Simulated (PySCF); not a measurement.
## EPR calculation, with input and output: C₆H₁₀FO

C₆H₁₀FO, multiplicity 2, computed with UKS B3LYP, pcH-1 on C F H O, non-relativistic, mean-field spin-orbit, GIAO (PySCF 2.14.0).

It belongs to a series of runs on one base structure; here: H removed from sp3 C.

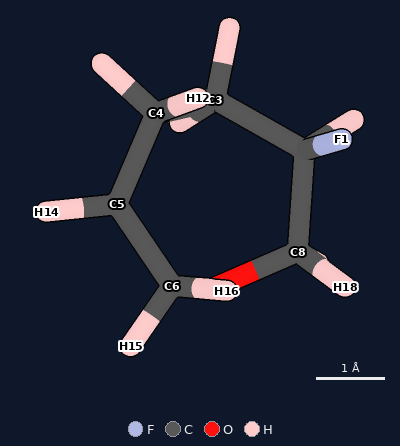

*The structure (stick view, seen at a tilt; atoms are numbered from 1 in the order of the input).*

Bond lengths as drawn: C–C 1.48 to 1.54 Å, C–F 1.39 Å, C–H 1.07 to 1.10 Å and C–O 1.40 to 1.43 Å.

**Key numbers**

- outcome: converged
- total energy: −409.678890 hartree
- ⟨S²⟩: 0.754
- isotropic g: 2.0024
- hardware: 1 CPU thread, shared host
- wall time: 3.7 min
- peak memory: 0.98 GiB

**Input**
```
{"job": {"kind": "epr", "basis": "pcH-1"}, "charge": 0, "multiplicity": 2}
F     -1.389113    -0.612739    -1.448850
C     -1.236309    -0.795553    -0.081977
C     -1.154185     0.564301     0.608958
C     -0.242659     1.569439    -0.123150
C      1.199279     1.251252    -0.049854
C      1.702748    -0.119509    -0.287436
O      1.138287    -1.077654     0.616095
C     -0.020010    -1.712573     0.164506
H     -2.145668    -1.324695     0.231091
H     -0.793083     0.405709     1.625643
H     -2.158173     0.990667     0.654171
H     -0.569637     1.591203    -1.173620
H     -0.420572     2.563350     0.291060
H      1.895488     2.022288     0.225307
H      2.782146    -0.164270    -0.120873
H      1.494599    -0.452518    -1.319473
H     -0.266658    -2.432624     0.948614
H      0.174761    -2.259757    -0.771869
```

The first line tells a small driver script what to run in PySCF; the rest is the geometry in Å.

Run as:
```bash
OMP_NUM_THREADS=1 python <driver script> task.json out
```

**Output**
```
UKS, coarse grid
  cycle   1  E = -409.56872375  |g| = 5.55e-01
  cycle   2  E = -409.41621648  |g| = 8.81e-01
  cycle   3  E = -409.67566486  |g| = 8.79e-02
  cycle   4  E = -409.67805133  |g| = 4.61e-02
  cycle   5  E = -409.67889000  |g| = 1.01e-02
  cycle   6  E = -409.67892467  |g| = 4.33e-03
  cycle   7  E = -409.67893154  |g| = 1.39e-03
  cycle   8  E = -409.67893341  |g| = 3.83e-04
UKS, final grid
  cycle   1  E = -409.67889003  |g| = 4.26e-04
  cycle   2  E = -409.67888999  |g| = 5.37e-04
  cycle   3  E = -409.67889011  |g| = 4.52e-05
  cycle   4  E = -409.67889011  |g| = 2.86e-05
E = -409.67889011 Eh   <S^2> = 0.7539 (exact 0.7500)
g shifts (ppm)      1          2          3
  rmc          -151       -151       -151
  gc             23         37         28
  oz_so        -275        274        584
  total        -403        160        460
hyperfine (MHz)  atom isotope    a_iso     a_fc   dipolar eigenvalues
    0   19F       6.61       6.61     -4.13     -2.43      6.56
    1   13C      -1.42      -1.42     -0.66     -0.25      0.91
    2   13C      45.01      45.01     -3.69     -3.44      7.13
    3   13C     -31.65     -31.65     -2.22      0.42      1.79
    4   13C      87.88      87.88    -79.73    -79.20    158.93
    5   13C     -29.69     -29.69     -2.20     -0.66      2.86
    6   17O     -32.49     -32.49    -17.60      8.43      9.17
    7   13C      -1.63      -1.63     -0.86     -0.71      1.57
    8    1H       2.04       2.04     -1.06     -0.91      1.97
    9    1H      -3.16      -3.16     -4.66     -2.18      6.85
   10    1H       5.04       5.04     -2.55     -1.72      4.27
   11    1H     128.47     128.47     -5.66     -3.21      8.86
   12    1H       9.30       9.30     -5.11     -3.97      9.08
   13    1H     -63.38     -63.38    -38.57     -0.05     38.62
   14    1H       7.11       7.11     -6.09     -3.99     10.08
   15    1H      81.50      81.50     -6.21     -2.46      8.67
   16    1H       2.01       2.01     -1.37     -1.00      2.37
   17    1H       1.42       1.42     -1.81     -0.90      2.71
```

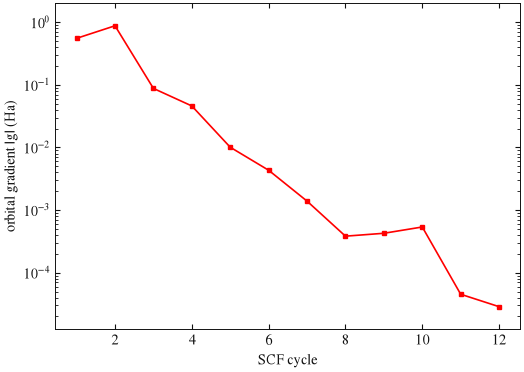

*Convergence of the self-consistent field: orbital gradient |g| against the SCF cycle.*

All cycles printed in the log are drawn one after another.

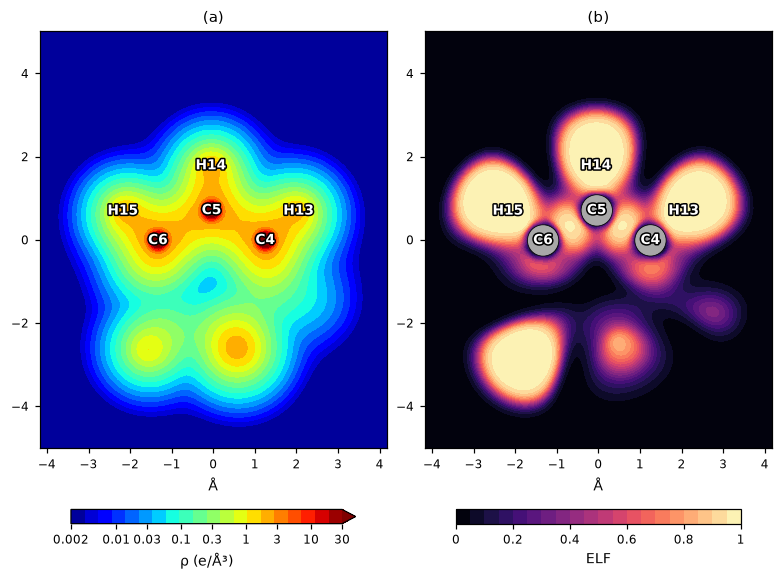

*(a) electron density; (b) ELF on the plane of atoms C4, C5 and H14. Grey discs, where drawn, cover atomic cores.*

Atoms in the plane: C and H. C–H (1.07 Å): ρ is about 2 e/Å³ halfway; the ELF climbs to about 1 towards the hydrogen, as it does in any bond to H (a covalent bond by its length).

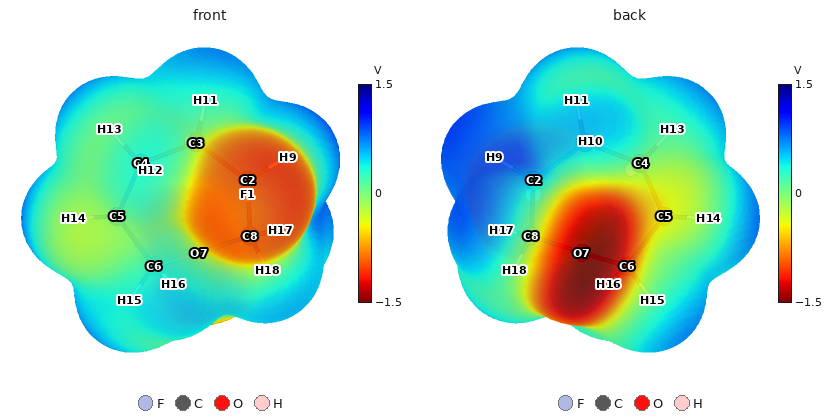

*The electrostatic potential painted on the density surface at 0.002 e/bohr³, seen at a tilt and from behind; the colour scale runs from red (negative) to blue (positive).*
